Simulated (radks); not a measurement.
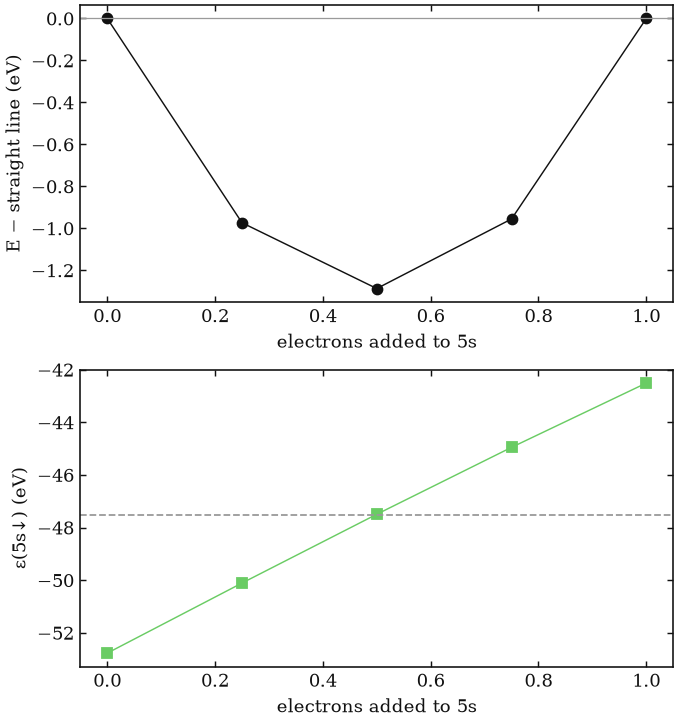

Level of theory: scalar-relativistic Kohn-Sham, r2SCAN, spin-polarised, spherical densities, finite nucleus. Computed with the in-house radial solver radks. The occupation of the 5s shell is varied from Sm⁺ ([Kr] 4d10 4f6 5s1 5p6 6s2 (high spin)) to Sm ([Xe] 4f6 6s2 (high spin)), with spherical fractional occupations. The plot shows the total energy less the straight line between the end points, and the eigenvalue of 5s↓ (the dashed line is minus the energy to take the whole electron out).

Q: What does the shape say about the method?

A: The curve is convex (below the straight line), with the largest deviation among the points computed, −1.29 eV, at 0.5. The end points differ by 47.5 eV, the energy to take the electron out. The eigenvalue, which is the slope of the energy (Janak's theorem), moves from −52.8 eV at 0 to −42.5 eV at 1; for a straight line it would stay constant, and a parabola would sag by an eighth of this change, scaled to a whole electron, 1.28 eV. Convexity is the delocalisation error: fractional charges are too low in energy. The shell lies under occupied ones, so the straight line is a guide here rather than an exact condition.
